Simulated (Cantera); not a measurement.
A closed system holds: 1 mol CsOH, 4 mol H2O, at 66.0 Torr.

Equilibrium computed with Cantera from the NASA thermochemical tables; the gas is ideal and each condensed phase is pure. Candidate condensed phases: Cs, CsOH, H2O; 15 gas species. Kinetics and transport are ignored.

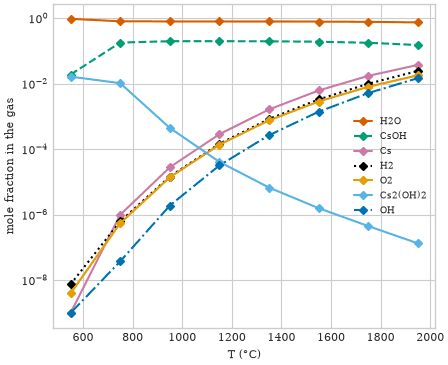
Figure: Equilibrium gas composition (values under 1e-9 drawn at 1e-9)

At 550 °C the condensed part is CsOH(l). From 750 °C to 1950 °C nothing is condensed. The main Cs-bearing gas is Cs2(OH)2 at 550 °C and CsOH at 1950 °C.
